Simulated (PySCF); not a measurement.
Cl3In, SMILES `Cl[In](Cl)Cl`.

Method: PBE0/def2-TZVP; geometry: GFN2-xTB; program: PySCF. Core potentials replace the inner electrons of In; spin–orbit coupling isn't included. No frequency check shows the geometry to be a minimum. A basis without diffuse functions makes polarisabilities too small. GFN2-xTB bond lengths at metals and heavier atoms can be off by up to 0.1 Å and shapes distorted, which carries into these values.

Cartesian coordinates (Å):

```
Cl1      1.7144   -1.5280    0.0000
In2     -0.0003    0.0000    0.0000
Cl3      0.4666    2.2484    0.0000
Cl4     -2.1800   -0.7204    0.0000
```

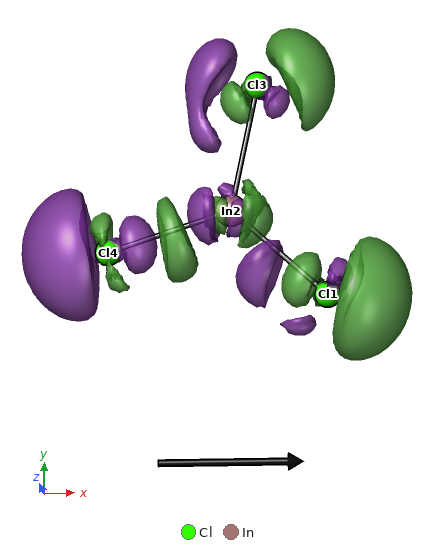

Change of the electron density in a uniform field of 0.21 V/Å along +x (arrow), surfaces at ±0.002 e/Å³ (purple: gain, green: loss).

How large is the response?

Answer. The induced dipole is 0.82 D (along the field); α along this axis, from the fields in both directions, is 80 bohr³ (11.9 Å³).

Which atoms gain and lose the most charge?

Answer. Electrons gather most on Cl4 (Hirshfeld charge changes by −0.026 e) and leave Cl1 most (+0.021 e); 0.059 electrons are displaced in all.

Run time: 23 s on 1 thread of Intel(R) Xeon(R) Platinum 8488C (Sapphire Rapids), on a shared host, peak memory 0.72 GiB.
